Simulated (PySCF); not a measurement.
**RuH3: structure of the doublet**

Where does doublet RuH3 go from a T-shaped start, is the end point a minimum, and what are its modes, charges and moments?

Method: PBE0, basis Ru x2c-TZVPall, H x2c-TZVPall, spin-free X2C, no spin–orbit coupling, density fitting; program: PySCF 2.14.0.

## (1) The system as given

4 atoms, charge 0, spin multiplicity 2.

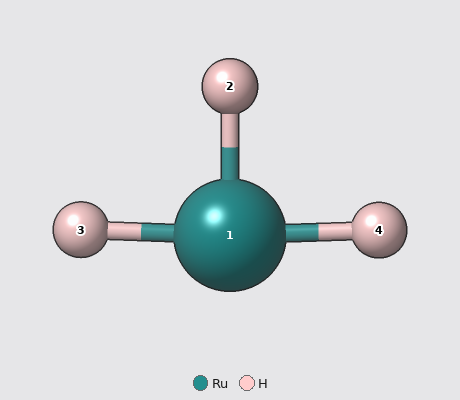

The starting geometry (ruthenium teal, hydrogen pink); atoms are numbered from 1 in the order of the file.

Coordinates in bohr (charge 0 multiplicity 2):
```
Ru    0.0000    0.0000   -0.0305
H     0.0000    0.0000    2.9364
H     2.9650    0.0000    0.0731
H    -2.9650    0.0000    0.0731
```

## (2) Relaxation: T-shaped start, doublet

One driver script runs all steps and calls PySCF; scf.py shows how it sets up the SCF of each step. The optimiser is the driver's own. Before each start the driver seeks the lowest SCF state from one or more starting densities and follows internal instabilities, so scf.py alone need not reach the same state.

The program finds C2v symmetry in the start, which this walk keeps. The walk stops when the largest gradient is under 0.0003 Eh/bohr and the energy has settled too.

scf.py

```python
from pyscf import gto, scf, dft
mol = gto.M(atom='''
Ru     0.000000     0.000000    -0.016132
H      0.000000     0.000000     1.553868
H      1.569000    -0.000000     0.038668
H     -1.569000     0.000000     0.038668''',
    basis={'Ru': 'x2c-TZVPall', 'H': 'x2c-TZVPall'},
    nucmod='G',
    charge=0, spin=1)
mf = dft.UKS(mol, xc='PBE0')
mf.grids.atom_grid = (50, 194)
aux = {'Ru': 'AutoAux', 'H': 'AutoAux'}  # AutoAux: made from the orbital basis
mf = mf.density_fit(auxbasis=aux).sfx2c1e()
mf.kernel()
```

The optimiser's trace:

| step | energy (Eh) | change (kJ/mol) | largest symmetric gradient (Eh/bohr) |
| --- | --- | --- | --- |
| 0 | -4531.707431 | 0.00 | 0.04543 |
| 1 | -4531.724705 | -45.35 | 0.04867 |
| 2 | -4531.727195 | -51.89 | 0.04366 |
| 3 | -4531.737456 | -78.83 | 0.02182 |
| 4 | -4531.739106 | -83.16 | 0.01314 |
| 5 | -4531.740048 | -85.64 | 0.01119 |
| 6 | -4531.743375 | -94.37 | 0.00307 |
| 7 | -4531.743440 | -94.54 | 0.00011 |
| 8 | -4531.743440 | -94.54 | 0.00003 |

The walk took 13 s on 4 threads, shared host.

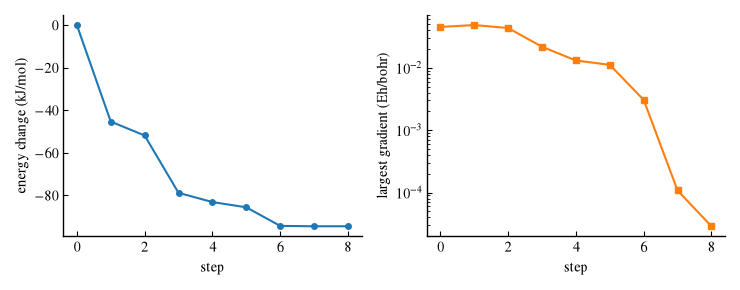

How energy and gradient fall.

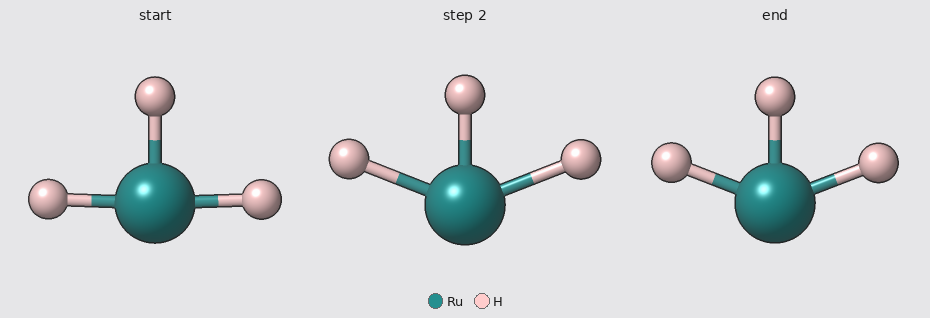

The geometry along the walk, at one scale.

After 8 steps and 94.5 kJ/mol it ends at C2v: Ru–H 1.565 Å, Ru–H 1.634 Å (×2); H–Ru–H 68.8° (×2), H–Ru–H 137.5°.

## (3) Is it a minimum? Harmonic modes

The point is checked on the finer grid, and tightened if its gradient asks for it. The Hessian and the dipole derivatives come from central differences of analytic gradients, with steps of 0.01 bohr.

Edit scf.py of step 2 so:

```diff
@@ -3,4 +3,4 @@
-Ru     0.000000     0.000000    -0.016132
-H      0.000000     0.000000     1.553868
-H      1.569000    -0.000000     0.038668
-H     -1.569000     0.000000     0.038668''',
+Ru    -0.000000     0.000000    -0.026124
+H     -0.000000     0.000000     1.538896
+H      1.523332    -0.000000     0.565017
+H     -1.523332     0.000000     0.565017''',
@@ -11 +11 @@
-mf.grids.atom_grid = (50, 194)
+mf.grids.atom_grid = (75, 302)
```

This SCF starts from the last density.

SCF at the final geometry:

```text
init E= -4531.74373186136
[... the frontier-level lines of each cycle are left out ...]
cycle= 1 E= -4531.74373186157  delta_E= -2.19e-10  |g|= 8.19e-06  |ddm|= 2.25e-05
cycle= 2 E= -4531.74373186181  delta_E= -2.31e-10  |g|= 1.44e-05  |ddm|= 2.64e-05
cycle= 3 E= -4531.74373186197  delta_E= -1.66e-10  |g|= 5.97e-06  |ddm|= 1.13e-05
cycle= 4 E= -4531.74373186206  delta_E= -8.82e-11  |g|= 5.87e-06  |ddm|= 6.76e-06
Extra cycle  E= -4531.74373186246  delta_E= -3.98e-10  |g|= 6.6e-06  |ddm|= 2.9e-05
converged SCF energy = -4531.74373186246  <S^2> = 1.7686614  2S+1 = 2.8415921
```

The whole step took 29 s.

Geometry: C2v; Ru–H 1.565 Å, Ru–H 1.634 Å (×2); H–Ru–H 68.8° (×2), H–Ru–H 137.6°.

Harmonic modes (main isotopes):

| symmetry | ω (cm⁻¹) | IR (km/mol) | μ (u) | type |
| --- | --- | --- | --- | --- |
| b1 | 217 | 23.0 | 1.01 | bend |
| b2 | 508 | 32.8 | 1.01 | bend |
| a1 | 858 | 5.9 | 1.02 | bend |
| b2 | 1776 | 69.9 | 1.02 | stretch |
| a1 | 1926 | 17.4 | 1.01 | stretch |
| a1 | 2174 | 15.4 | 1.02 | stretch |

All wavenumbers are real: a minimum.

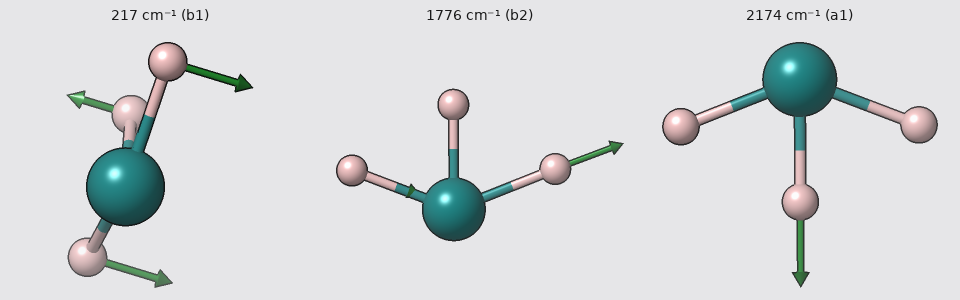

Displacements of 3 of the modes, as arrows (one member where a mode is degenerate).

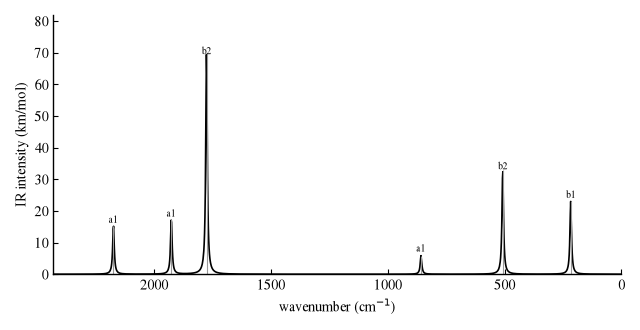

The harmonic infrared spectrum (widths in cm⁻¹). Lines are broadened to a width of 8 cm⁻¹ (Lorentzian).

Properties at this point:

| Item | Value |
| --- | --- |
| Dipole moment | 2.04 D |
| Highest occupied level | -5.60 eV |
| Lowest empty level | -3.26 eV |
| Rotational constants | 5.438, 3.604, 2.168 cm⁻¹ |
| Zero-point energy | 44.6 kJ/mol |
| Principal polarisabilities | 34.6, 37.6, 65.9 bohr³ |
| Principal traceless quadrupole moments about the centre of mass | -6.36, 2.57, 3.79 D Å |
| Entropy at 298.15 K and 1 bar (electronic part: spin only) | 246.7 J/(mol K) |
| Heat capacity Cp at 298.15 K | 48.6 J/(mol K) |
| Enthalpy at 298.15 K above 0 K | 12.06 kJ/mol |
| Rotational symmetry number | 2 |
| Spin squared ⟨S²⟩ | 1.769 |

Populations by atom (charges in e):

| atom | Mulliken | Löwdin | polar tensor | spin (Mulliken) | Mayer order to Ru1 |
| --- | --- | --- | --- | --- | --- |
| Ru1 | -0.03 | -0.03 | 0.33 | 1.59 | – |
| H2 | 0.09 | 0.06 | -0.06 | -0.02 | 0.93 |
| H3,4 | -0.03 | -0.02 | -0.13 | -0.28 | 0.87 |

Mulliken populations on Ru1: s 8.67, p 18.38, d 16.97, f 0.00.

## (4) Outcome

```
                                          quantity                                                              value
                                           minimum                                    broken-symmetry (Ms = 1/2), C2v
                                          geometry  Ru–H 1.565 Å, Ru–H 1.634 Å (×2); H–Ru–H 68.8° (×2), H–Ru–H 137.6°
                                wavenumbers (cm⁻¹)      217 (b1), 508 (b2), 858 (a1), 1776 (b2), 1926 (a1), 2174 (a1)
                                     dipole moment                                                             2.04 D
highest occupied, lowest empty level (either spin)                                                    -5.60, -3.26 eV
                        polar-tensor charge of Ru1                                                            +0.33 e
                                 zero-point energy                                                        44.6 kJ/mol
                               entropy at 298.15 K                                                    246.7 J/(mol K)
                                              ⟨S²⟩                                                              1.769
```

**Reading.** The molecule stays C2v, as typed, and the end point is a minimum. The determinant is spin-contaminated (⟨S²⟩ = 1.77 against 0.75), so it is no pure spin state. In the infrared the band at 1776 cm⁻¹ (b2, stretch) leads. Only this shape and spin were tried, so other structures or states may lie lower. One determinant may miss the lowest occupation of an open d or f shell.

The search up to here took 72 s.
